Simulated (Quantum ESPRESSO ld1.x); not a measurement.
**Atomic calculation for Pb⁴⁺**

- system: Pb⁴⁺ (Z = 82, 78 electrons) in the configuration [Xe] 4f14 5d10.
- method: non-relativistic Kohn-Sham, PBE, spin-unpolarised, spherical densities, point nucleus (Quantum ESPRESSO ld1.x 7.5)

Results in brief:

| quantity | value |
| --- | --- |
| outcome | converged |
| total energy | −19524.5466 hartree |
| kinetic energy | 19520.0849 hartree |
| electron–nucleus energy | −46350.2937 hartree |
| Hartree energy | 7667.4429 hartree |
| exchange–correlation energy | −361.780772 hartree |
| radius at density 0.001 e/bohr³ | 2.98 bohr |
| SCF iterations | 32 |
| hardware | 1 CPU thread, shared host |
| wall time | 1.1 s |

Notes:

Relativity is left out, which matters for an atom this heavy.

The input:
```
 &input
    zed=82.0,
    iswitch=1,
    rel=0,
    dft='PBE',
    config='[Xe] 4f14 5d10',
    verbosity='high',
    prefix='ld1',
    max_out_wfc=37,
    file_charge='ld1.rho',
 /
```

The program's output:
```
     Program LD1 v.7.5 starts

     --------------------------- All-electron run ----------------------------

     atomic number is 82.00
     dft =PBE   lsd =0 sic =0 latt =0  beta=0.20 tr2=1.0E-14
     Exchange-correlation= PBE
                           (   1   4   3   4   0   0   0)
     mesh =2003 r(mesh) = 100.41190 a.u. xmin = -7.00 dx = 0.00800
     1 Ry =  13.60569312 eV

     n l     nl                  e(Ry)          e(Ha)          e(eV)
     1 0     1S 1( 2.00)   -5808.984722188   -2904.492361094 -79035.2634862
     2 0     2S 1( 2.00)    -981.093403271    -490.546701635 -13348.4557699
     2 1     2P 1( 6.00)    -944.875245067    -472.437622533 -12855.6826239
     3 0     3S 1( 2.00)    -236.061383671    -118.030691836  -3211.7787444
     3 1     3P 1( 6.00)    -218.829930618    -109.414965309  -2977.3328821
     4 0     4S 1( 2.00)     -54.487140951     -27.243570476   -741.3353189
     4 1     4P 1( 6.00)     -46.922979189     -23.461489595   -638.4196553
     3 2     3D 1(10.00)    -186.670200910     -93.335100455  -2539.7774688
     5 0     5S 1( 2.00)     -11.284747406      -5.642373703   -153.5368102
     5 1     5P 1( 6.00)      -8.747958665      -4.373979332   -119.0220410
     4 2     4D 1(10.00)     -32.959947724     -16.479973862   -448.4429341
     4 3     4F 1(14.00)     -14.048485760      -7.024242880   -191.1393861
     5 2     5D 1(10.00)      -4.629756239      -2.314878120    -62.9910426

     final scf error:  6.9E-15 reached in  32 iterations

     Etot =  -39049.093167 Ry,  -19524.546584 Ha, -531289.978367 eV

     Ekin =   39040.169875 Ry,   19520.084938 Ha,  531168.570793 eV
     Encl =  -92700.587320 Ry,  -46350.293660 Ha,-1261255.743401 eV
     Eh   =   15334.885821 Ry,    7667.442910 Ha,  208641.750551 eV
     Exc  =    -723.561543 Ry,    -361.780772 Ha,   -9844.556310 eV

     normalization and overlap integrals

     s(1S/1S) =  1.000000  <r> =   0.0185  <r2> =    0.0005  r(max) =   0.0123
     s(1S/2S) = -0.000000
     s(1S/3S) =  0.000000
     s(1S/4S) = -0.000000
     s(1S/5S) = -0.000000
     s(2S/2S) =  1.000000  <r> =   0.0776  <r2> =    0.0071  r(max) =   0.0665
     s(2S/3S) = -0.000000
     s(2S/4S) = -0.000000
     s(2S/5S) =  0.000000
     s(2P/2P) =  1.000000  <r> =   0.0656  <r2> =    0.0052  r(max) =   0.0515
     s(2P/3P) = -0.000000
     s(2P/4P) =  0.000000
     s(2P/5P) = -0.000000
     s(3S/3S) =  1.000000  <r> =   0.1952  <r2> =    0.0434  r(max) =   0.1807
     s(3S/4S) = -0.000000
     s(3S/5S) =  0.000000
     s(3P/3P) =  1.000000  <r> =   0.1858  <r2> =    0.0399  r(max) =   0.1709
     s(3P/4P) =  0.000000
     s(3P/5P) = -0.000000
     s(4S/4S) =  1.000000  <r> =   0.4267  <r2> =    0.2049  r(max) =   0.4022
     s(4S/5S) =  0.000000
     s(4P/4P) =  1.000000  <r> =   0.4294  <r2> =    0.2090  r(max) =   0.3990
     s(4P/5P) = -0.000000
     s(3D/3D) =  1.000000  <r> =   0.1619  <r2> =    0.0306  r(max) =   0.1334
     s(3D/4D) = -0.000000
     s(3D/5D) =  0.000000
     s(5S/5S) =  1.000000  <r> =   0.9483  <r2> =    1.0063  r(max) =   0.8740
     s(5P/5P) =  1.000000  <r> =   1.0161  <r2> =    1.1621  r(max) =   0.9169
     s(4D/4D) =  1.000000  <r> =   0.4336  <r2> =    0.2166  r(max) =   0.3927
     s(4D/5D) =  0.000000
     s(4F/4F) =  1.000000  <r> =   0.4440  <r2> =    0.2350  r(max) =   0.3455
     s(5D/5D) =  1.000000  <r> =   1.2457  <r2> =    1.7804  r(max) =   1.0590

     ------------------------ End of All-electron run ------------------------
```

Orbitals:

| orbital | occupation | energy (eV) | ⟨r⟩ (bohr) | outer maximum (bohr) |
| --- | --- | --- | --- | --- |
| 1s | 2 | −79035.3 | 0.01846 | 0.0123 |
| 2s | 2 | −13348.5 | 0.07762 | 0.0665 |
| 2p | 6 | −12855.7 | 0.06555 | 0.0515 |
| 3s | 2 | −3211.8 | 0.1952 | 0.181 |
| 3p | 6 | −2977.3 | 0.1858 | 0.171 |
| 3d | 10 | −2539.8 | 0.1619 | 0.133 |
| 4s | 2 | −741.335 | 0.4267 | 0.402 |
| 4p | 6 | −638.420 | 0.4294 | 0.399 |
| 4d | 10 | −448.443 | 0.4336 | 0.393 |
| 4f | 14 | −191.139 | 0.4440 | 0.345 |
| 5s | 2 | −153.537 | 0.9483 | 0.874 |
| 5p | 6 | −119.022 | 1.016 | 0.917 |
| 5d | 10 | −62.991 | 1.246 | 1.06 |

Slater integrals of the outer shells (hartree):

```
 integral   value
F0(5d,5d)  0.7238
F2(5d,5d)  0.3816
F4(5d,5d)  0.2560
F0(5d,5p)  0.7912
F2(5d,5p)  0.4103
G1(5d,5p)  0.5127
G3(5d,5p)  0.3201
F0(5d,5s)  0.8111
```

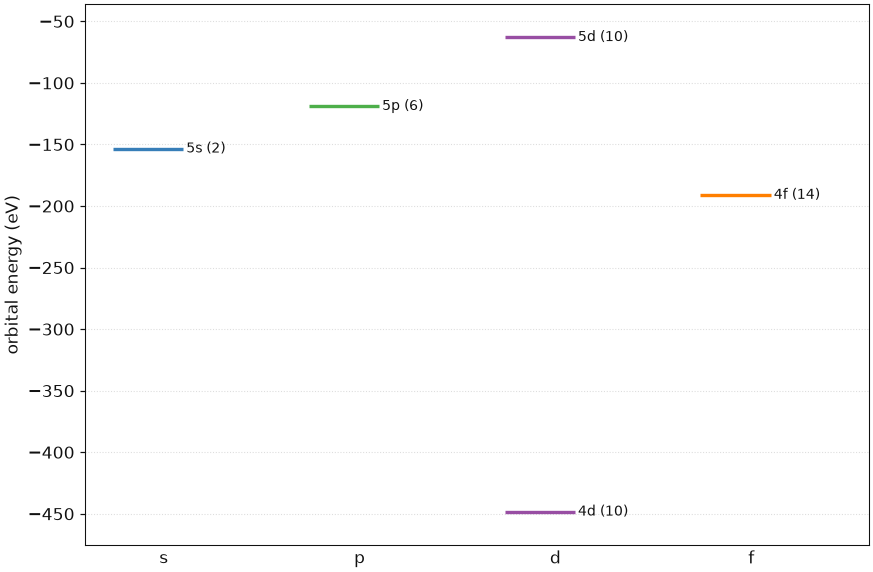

Fig. 1: The outer levels are drawn by angular momentum (occupations in brackets). The highest occupied level is 5d at −63.0 eV. From the top down the occupied levels run 5d (−63.0 eV), 5p (−119.0 eV), 5s (−153.5 eV), 4f (−191.1 eV), 4d (−448.4 eV). The semi-empirical ionisation energy (NIST) is 68.8 eV; minus the highest level, 63.0 eV, lies 8.4 % below it. Relativity, left out here, matters at this nuclear charge.

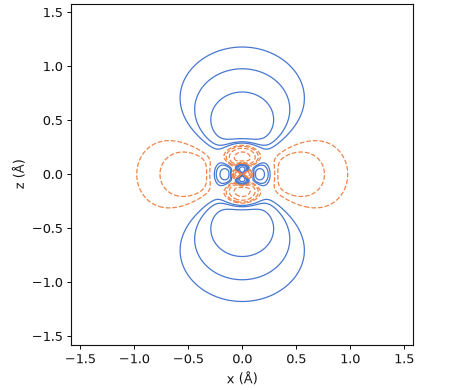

Fig. 2: The 5d(z²) orbital. In the xz plane through the nucleus, contours of ψ are drawn, solid for positive and dashed for negative values, each about twice the one before. (1 bohr = 0.529 Å.) The radial function comes from the spherical calculation and is multiplied by a real spherical harmonic; the overall sign is chosen so that the largest lobe of P(r) is positive. It has two nodal cones about z and 2 radial nodes, at r = 0.186 and 0.525 bohr. The outermost maximum of P² lies at 1.06 bohr, ⟨r⟩ = 1.25 bohr, 90 % of the charge lies within 1.86 bohr, and the eigenvalue is −63.0 eV, with 10 electrons in the shell.

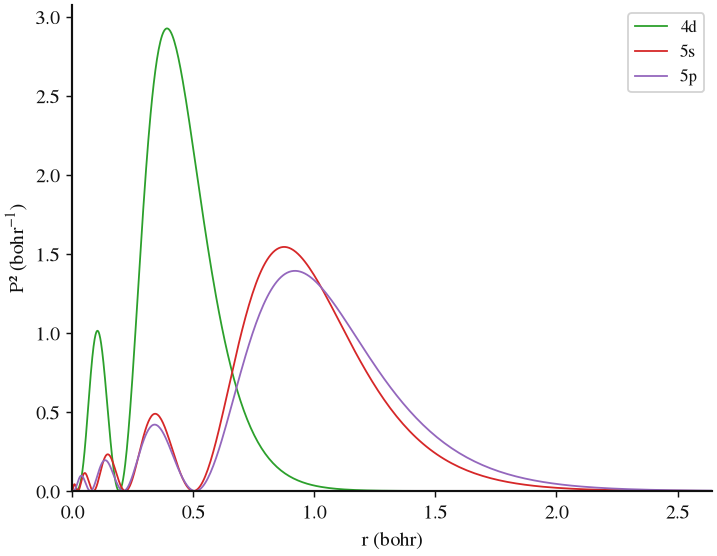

Fig. 3: The radial probability densities P² of 4d, 5p and 5s. 4d: outer maximum at 0.393 bohr, ⟨r⟩ = 0.434 bohr, 1 node, eigenvalue −448.4 eV; 5s: outer maximum at 0.874 bohr, ⟨r⟩ = 0.948 bohr, 4 nodes, eigenvalue −153.5 eV; 5p: outer maximum at 0.917 bohr, ⟨r⟩ = 1.02 bohr, 3 nodes, eigenvalue −119.0 eV. The innermost lobes are too small to be seen at this scale.
